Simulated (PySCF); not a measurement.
SMILES [SiH3]O[SiH2]C (CH₈OSi₂) at its PBE0/def2-SVP optimised geometry (Å):

```
12

Si    -2.0494    -1.0011     0.0000
O     -0.4047    -1.0011     0.0000
Si     1.2102    -0.6452     0.0294
C      1.4912     1.2015     0.0973
H     -2.5559    -1.7038    -1.2162
H     -2.5579    -1.7039     1.2155
H     -2.5716     0.4003     0.0000
H      1.8174    -1.3016     1.2276
H      1.8419    -1.2164    -1.1991
H      2.5716     1.4182     0.1138
H      1.0576     1.7039    -0.7812
H      1.0431     1.6406     1.0022
```

Calculation: PBE0/def2-TZVP (PySCF).

Map of the Laplacian of the electron density (e/bohr⁵) on the plane z = 1.5 Å:

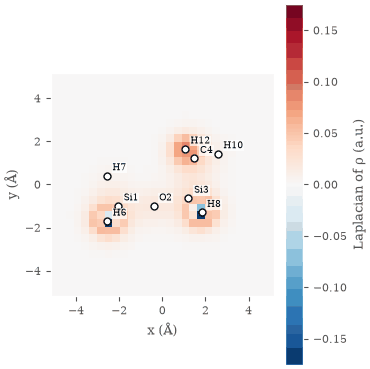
*Laplacian of the electron density (e/bohr⁵) on the plane z = 1.5 Å.*
